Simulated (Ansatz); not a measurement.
## Electronic structure of Cl4Hf···OH (doublet) in real space

Input file:

```
crystal:
  periodic: [false, false, false]
  atoms:
    - { symbol: Hf, position_ang: [0.003717, 0.004977, -0.072026] }
    - { symbol: Cl, position_ang: [-0.003212, -0.00533, 2.398364] }
    - { symbol: Cl, position_ang: [2.208198, -0.000659, -0.875758] }
    - { symbol: Cl, position_ang: [-1.103623, 1.911217, -0.875805] }
    - { symbol: Cl, position_ang: [-1.101557, -1.908678, -0.86519] }
    - { symbol: O, position_ang: [-0.005907, -0.008698, 5.200959] }
    - { symbol: H, position_ang: [-0.509416, -0.79393, 4.998956] }
magnetization:
  spin_polarized: true
  initial_magnetization: 1
basis:
  gaussian: { orbitals: def2-SVP }
hamiltonian:
  xc: hf
relax:
  f_tol: 0.03
  max_steps: 50
output:
  orbitals: {}
```

Run with:

```sh
ansatz run input.yaml --threads 4 --pin off --max-ram 5120MiB --backend cpu --events-out ev --progress --plain --runs-dir out
```

The fields are those of the run's last geometry, not of the input's.

Core potentials replace the inner electrons of Hf.

All numbers below come from UHF/def2-SVP in Ansatz 0.2.0.

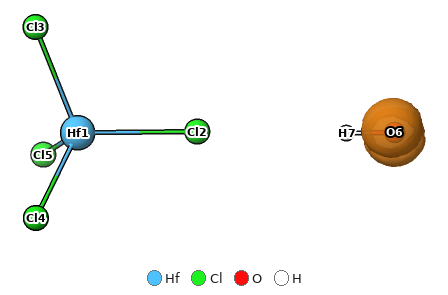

Figure 1. Isosurfaces of the spin density (α minus β) at +0.15 (orange) and −0.15 e/Å³ (purple), seen from one side.

Q: Where is the unpaired spin?

A: The unpaired spin (1 electron) lies mostly on O6 (about 1.0), in electrons by Hirshfeld's partition. Only one sign reaches the isovalue.

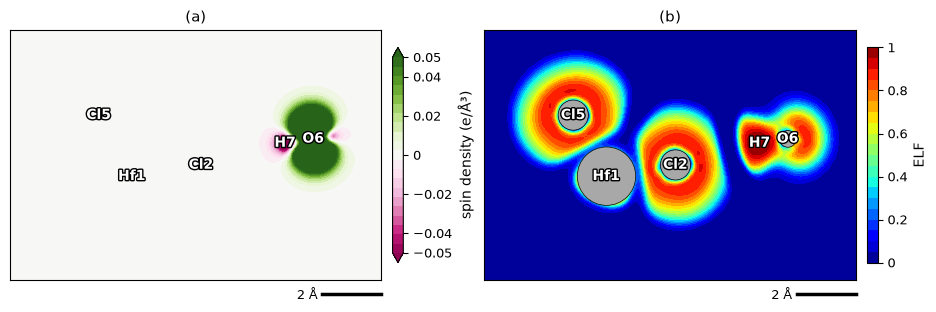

Figure 2. (a) spin density (α minus β); (b) ELF on the plane of atoms Cl2, Hf1 and Cl5. Grey discs cover the atomic cores in the ELF map.

Q: Describe what can be read from this map.

A: The plane passes through Hf, Cl, O and H nuclei. Cl2···H7 (2.95 Å): the ELF dips to about 0 between them; a weak contact between the two molecules. Hf–Cl (2.36 Å): the ELF peaks at about 0.85 in the valence shell of Cl, 0.9 Å from its nucleus, and is about 0.35 at the midpoint. O–H (0.96 Å): the ELF climbs to about 1 towards the hydrogen, as it does in any bond to H: a covalent bond by its length. The ELF also peaks beside O6, away from the bonds: non-bonding electrons, paired or unpaired.

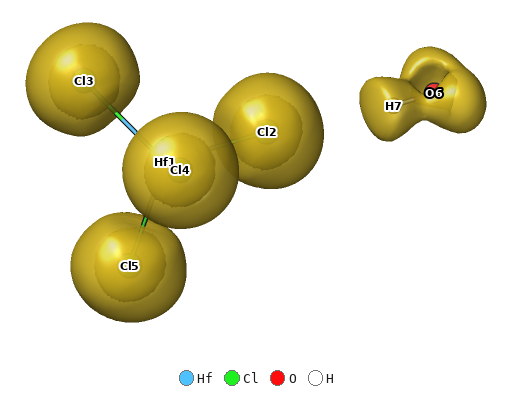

Figure 3. Isosurface of the ELF at 0.8 (yellow), seen at a tilt. Core shells and regions of very low density are left out.

Q: Where are the electrons localised?

A: The surface consists of four regions wrapped around Cl (the valence shell of each) and one joined region spread over several atoms (H, O), in which their bonds and any lone pairs are merged.


 Hf–Cl (2.35 Å): the ELF peaks at about 0.85 in the valence shell of Cl, 0.9 Å from its nucleus, and is about 0.35 at the midpoint.
